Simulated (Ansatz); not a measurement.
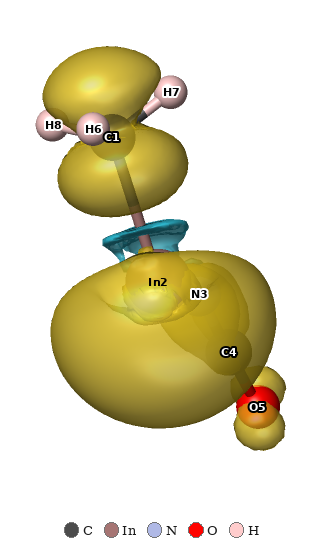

The picture shows: C₂H₃InNO (doublet). Isosurfaces of the spin density (α minus β) at +0.015 (yellow) and −0.015 e/Å³ (cyan), seen at an oblique angle.

Geometry: PBE0-D4/def2-TZVP; core potentials replace the inner electrons of In.

These are results of Ansatz 0.2.0, UKS PBE0-D4/def2-TZVPP, not measurements.

```xyz
8

C     0.0362    1.8929   -0.0228
In   -0.0211   -0.0136   -1.1278
N    -0.0234   -1.6030    0.2206
C    -0.0514   -2.8050    0.2038
O    -0.0778   -3.9765    0.2377
H     0.0019    2.7363   -0.7072
H    -0.8270    1.8843    0.6433
H     0.9625    1.8846    0.5524
```

Q: Describe the spin distribution.

A: The unpaired spin (1 electron) lies mostly on In2 (about 0.6) and C1 (about 0.2), in electrons by Hirshfeld's partition.
